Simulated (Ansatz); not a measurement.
# AlClO (SMILES [O]=[Al][Cl]): levels of theory compared

We compute a comparison of 6 runs (BLYP/STO-3G, PBE/STO-3G, PBE0/STO-3G, BCCD(T)/STO-3G, CCSDT/STO-3G, CCSD(T)/STO-3G) of AlClO. 

Program for the calculation: Ansatz 0.2.0.

66 further runs of the same task are left out: 6 that didn't finish, 60 set aside as unsound or not needed.

## (1) The structure to begin with

AlClO: 3 atoms, total charge 0, spin state singlet. SMILES: `[O]=[Al][Cl]`. The Cl3–Al2 distance was set to 4.027 Å, away from the relaxed value. At this shape a bond of the SMILES string is far longer than usual.

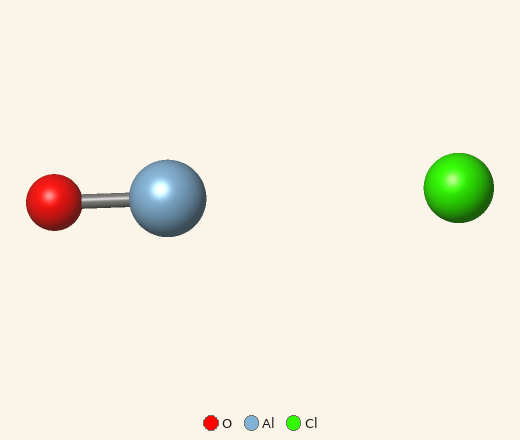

The structure, seen from a chosen angle (oxygen red, aluminium light blue, chlorine green).

## (2) The energy at BLYP/STO-3G (run 1)

File input.yaml:

```yaml
crystal:
  periodic: [false, false, false]
  atoms:
    - symbol: O
      position_ang: [0.233628, 3.682943, 0.534666]
    - symbol: Al
      position_ang: [0.135498, 2.135903, 0.310086]
    - symbol: Cl
      position_ang: [-0.116820, -1.841490, -0.267330]
basis:
  gaussian: {orbitals: STO-3G}
total_charge: 0
hamiltonian: {xc: {name: BLYP}}
accuracy: high
```

The run is started by

```sh
$ ansatz run input.yaml --threads 1 --pin off --max-ram 2610MiB --events-out events.jsonl --progress --plain --runs-dir runs
```

Standard output:

```text
Warning: RAYON_NUM_THREADS=1 ignored (pool sized by the plan → 1); use --threads N
Functional definition: BLYP
  name "BLYP"
  parameter beta = 0.0042
  parameter a = 0.04918
  parameter b = 0.132
  parameter c = 0.2533
  parameter d = 0.349
  exchange = b88_x(beta = beta)
  correlation = lyp_c(a = a, b = b, c = c, d = d)
365 factors; integrals over basis functions are off by at most 1.8e-8 eV
mean field evaluation 1: about -20901.2485 eV, gradient 4.9e1 eV
mean field evaluation 2: about -20760.2821 eV, gradient 1.5e2 eV
mean field evaluation 4: about -20910.5589 eV, gradient 2.5e1 eV
mean field evaluation 8: about -20897.6483 eV, gradient 1.6e1 eV
mean field evaluation 16: about -20915.9239 eV, gradient 4.4e-5 eV
mean field evaluation 32: about -20915.9113 eV, gradient 1.2e0 eV
mean field -20915.92392644 eV, -768.6460269743 hartree, gradient 9.3e-9 eV, S^2 0.000000; 3 other end points of the search recorded, 0 dependent functions left out
reference -20915.92396486 eV, -768.6460283863 hartree; 19, 19 occupied and 4, 4 virtual orbitals, 365 factors
Total energy: -20915.92396486 eV, -768.6460283863 hartree
```

Run time: 1.2 s. Hardware: 1 thread of Arm Neoverse V2, shared host; peak memory 0.093 GiB.

## (3) A single-point energy at PBE/STO-3G (run 2)

File in.yaml:

```yaml
crystal:
  periodic: [false, false, false]
  atoms:
    - symbol: O
      position_ang: [0.233628, 3.682943, 0.534666]
    - symbol: Al
      position_ang: [0.135498, 2.135903, 0.310086]
    - symbol: Cl
      position_ang: [-0.116820, -1.841490, -0.267330]
basis:
  gaussian:
    orbitals: STO-3G
hamiltonian:
  xc: pbe
accuracy: high
```

The run is started by

```sh
$ ansatz run in.yaml --threads 1 --pin off --max-ram 2610MiB --events-out events.jsonl --progress --plain --runs-dir runs
```

Standard output:

```text
Warning: RAYON_NUM_THREADS=1 ignored (pool sized by the plan → 1); use --threads N
Functional definition: PBE
  name "PBE"
  parameter kappa = 0.804
  parameter beta = 0.06672455060314922
  exchange = pbe_x(kappa = kappa, mu = beta*pi^2/3)
  correlation = pbe_c(beta = beta)
365 factors; integrals over basis functions are off by at most 1.8e-8 eV
mean field evaluation 1: about -20892.6984 eV, gradient 4.8e1 eV
mean field evaluation 2: about -20755.0503 eV, gradient 1.5e2 eV
mean field evaluation 4: about -20901.0804 eV, gradient 2.7e1 eV
mean field evaluation 8: about -20888.4162 eV, gradient 1.5e1 eV
mean field evaluation 16: about -20906.7508 eV, gradient 8.3e-5 eV
mean field evaluation 32: about -20906.7498 eV, gradient 6.6e-2 eV
mean field -20906.75084237 eV, -768.3089223524 hartree, gradient 9.2e-9 eV, S^2 0.000000; 3 other end points of the search recorded, 0 dependent functions left out
reference -20906.75084415 eV, -768.3089224177 hartree; 19, 19 occupied and 4, 4 virtual orbitals, 365 factors
Total energy: -20906.75084415 eV, -768.3089224177 hartree
```

It took 1.2 s on 1 thread of Arm Neoverse V2, shared host; peak memory 0.092 GiB.

Run 3 isn't shown in full; the table further down has it.

## (4) A single-point energy at BCCD(T)/STO-3G (run 4)

File job.yaml:

```yaml
crystal:
  periodic: [false, false, false]
  atoms:
    - symbol: O
      position_ang: [0.233628, 3.682943, 0.534666]
    - symbol: Al
      position_ang: [0.135498, 2.135903, 0.310086]
    - symbol: Cl
      position_ang: [-0.116820, -1.841490, -0.267330]
basis:
  gaussian:
    orbitals: STO-3G
correlation:
  method: bccd_t
  frozen_orbitals: {Al: 5, Cl: 5, O: 1}
accuracy: high
scf:
  omitted_lower_state_checks: [cluster_reference, increment]
```

The run is started by

```sh
$ ansatz run job.yaml --threads 1 --pin off --max-ram 2610MiB --events-out events.jsonl --progress --plain --runs-dir runs
```

Standard output:

```text
Warning: RAYON_NUM_THREADS=1 ignored (pool sized by the plan → 1); use --threads N
[... 14 lines left out ...]
11 core orbitals not correlated: weight in the atoms' cores, before any rotation towards them, 1.000 or more for the frozen orbitals, at most 0.000 for the correlated occupied ones
[... 55 lines left out ...]
WARN: these amplitudes may be one of several solutions (largest doubles amplitude 0.65, level shift 4.37 eV)
Total energy: -20882.58063740 eV, -767.4206837031 hartree
Checks for a lower state left out: cluster_reference, increment
```

It took 0.36 s on 1 thread of Arm Neoverse V2, shared host.

Run 5 isn't shown in full; the table further down has it.

## (5) The energy at CCSD(T)/STO-3G (run 6)

File molecule.yaml:

```yaml
crystal:
  periodic: [false, false, false]
  atoms:
    - symbol: O
      position_ang: [0.233628, 3.682943, 0.534666]
    - symbol: Al
      position_ang: [0.135498, 2.135903, 0.310086]
    - symbol: Cl
      position_ang: [-0.116820, -1.841490, -0.267330]
basis:
  gaussian:
    orbitals: STO-3G
scf:
  omitted_lower_state_checks: [cluster_reference, increment]
accuracy: high
correlation:
  method: ccsd_t
  frozen_orbitals: {Al: 5, Cl: 5, O: 1}
```

The run is started by

```sh
$ ansatz run molecule.yaml --threads 1 --pin off --max-ram 2610MiB --events-out events.jsonl --progress --plain --runs-dir runs
```

Standard output:

```text
Warning: RAYON_NUM_THREADS=1 ignored (pool sized by the plan → 1); use --threads N
[... 14 lines left out ...]
11 core orbitals not correlated: weight in the atoms' cores, before any rotation towards them, 1.000 or more for the frozen orbitals, at most 0.000 for the correlated occupied ones
[... 60 lines left out ...]
WARN: these amplitudes may be one of several solutions (largest doubles amplitude 0.99, level shift 4.37 eV)
Total energy: -20883.06421023 eV, -767.4384546768 hartree
Checks for a lower state left out: cluster_reference, increment
```

Run time: 0.32 s. Hardware: 1 thread of Arm Neoverse V2, shared host.

## (6) Overview of the runs

```csv
run,level,frozen core orbitals,energy (Eh),wall time
1,BLYP/STO-3G,–,-768.646028,1.2 s
2,PBE/STO-3G,–,-768.308922,1.2 s
3,PBE0/STO-3G,–,-768.385004,0.92 s
4,BCCD(T)/STO-3G,11,-767.420684,0.36 s
5,CCSDT/STO-3G,11,-767.411394,0.58 s
6,CCSD(T)/STO-3G,11,-767.438455,0.32 s
```

## (7) Results

| quantity | value |
| --- | --- |
| run 6: total energy | -767.43845 Eh |
| run 6: correlation energy (11 core orbitals frozen) | -242.3 mEh |
| run 6: (T) correction | -56.33 mEh |
| run 6: T1 diagnostic | 0.152 |

What this shows: Totals of different functionals can't be ranked against each other. In run 6 the T1 diagnostic is large, so a single reference may not serve. In runs 4, 5, 6 the log says that unrestricted orbitals would lower the reference, so the values rest on an unstable closed-shell determinant (other closed-shell runs at this shape may share the fault). In runs 1, 2, 3, 4, 5, 6 the basis is minimal, so the values are rough. All runs together took 4.7 s, the longest 1.2 s.
